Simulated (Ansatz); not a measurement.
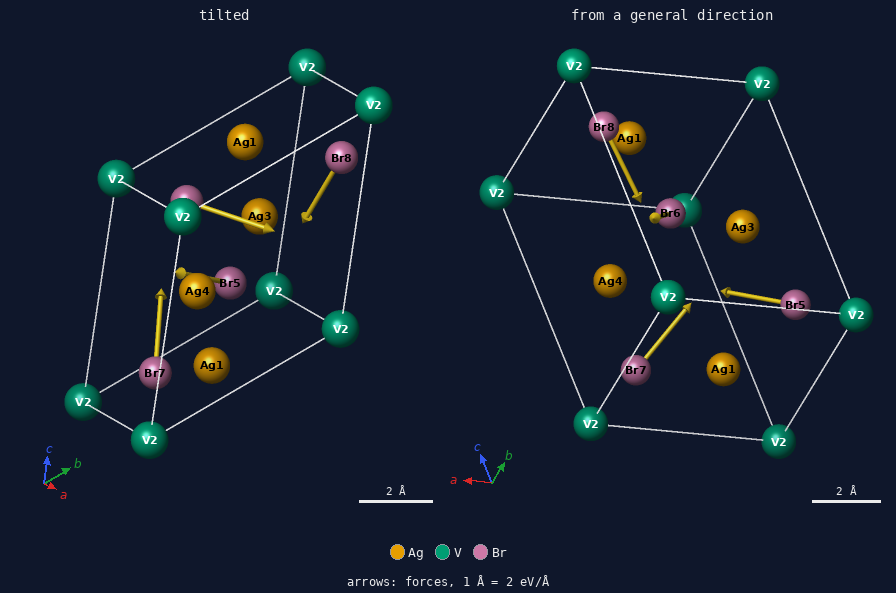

Drawn in the spheres-only manner and seen slightly off an axis and from a general direction. The simulation cell is drawn as a box. The arrows are the computed forces on the atoms.

System: VAg$_{3}$Br$_{4}$. Theory: Ansatz, DFT, PAW plane waves, PBE. Numerical settings: a basis cut at 420 eV, a 6×6×6 grid in reciprocal space, Fermi-Dirac smearing of 0.1 eV, no spin polarisation.

Is this an equilibrium geometry?

Answer. No. The atoms still feel forces of up to about 4.4 eV/Å, far above a usual threshold of 0.01 to 0.03 eV/Å.

Where is the maximum force, and how large is it?

Answer. All Br atoms, about 4.4 eV/Å.

Where the cell comes from: a generated cell, made by putting these elements into a known structure type (the compound may or may not exist in this form). No relaxation was applied. It was run through Ansatz as a DFT input.
